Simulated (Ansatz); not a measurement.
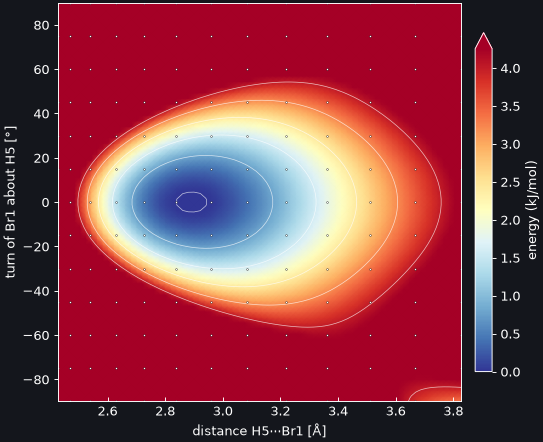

The pair Br···CH₄, charge −1. The turn is about an axis along (0.89, −0.45, −0.06) in the frame of the relaxed pair, normal to the line between the partners. The first coordinate is: distance H5···Br1; the second: turn of Br1 about H5. The grid has 13 × 13 points. Points are written as (first, second). Energies: kJ/mol, counted from the lowest grid point. All numbers below come from RKS B3LYP-D4/def2-TZVPD in Ansatz.

Drawn: a smooth colour map with a few white contour lines, dots at the grid points, one colour for all values above the top of the scale. Between grid points the surface is interpolated.

### Where is the minimum, and how stiff is the well along each coordinate?

The interpolated minimum is at distance H5···Br1 ≈ 2.890 Å, turn of Br1 about H5 ≈ 0°. The curvatures there are about 0.32 eV/Å² and 0.14 eV/rad², with a cross term of about 0 eV/(Å·rad). Round the minimum the two coordinates are nearly uncoupled. (1 eV is 96.5 kJ/mol.)
